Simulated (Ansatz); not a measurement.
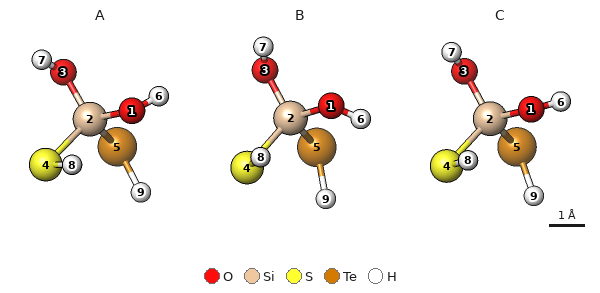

3 geometries from a converged minimum-energy path of SiH4TeSO2, shuffled. A ball-and-stick model, seen from a free direction.

Level of theory: Ansatz, RKS BHLYP-D4/def2-SVP. Settings: 7 movable images; climbing image; force threshold 0.05 eV/Å; iteration limit 50; starting path by image-dependent pair potential.

### One of them is the converged climbing image. Which?

B. In order along the path, whose images run from 0 to 8: A (image 0, 0.000 eV), C (image 2, +0.020 eV), B (image 5, +0.063 eV). The motion is a rotation about the Si2–S4 bond by about 45°, with a turn of about 100° about O1–Si2, with a turn of about 85° about Si2–O3. No bond forms or breaks between the ends. Among the angles between lasting bonds that change up to the highest image: O1–Si2–O3 113.7° → 107.4°, S4–Si2–Te5 115.3° → 109.1°.
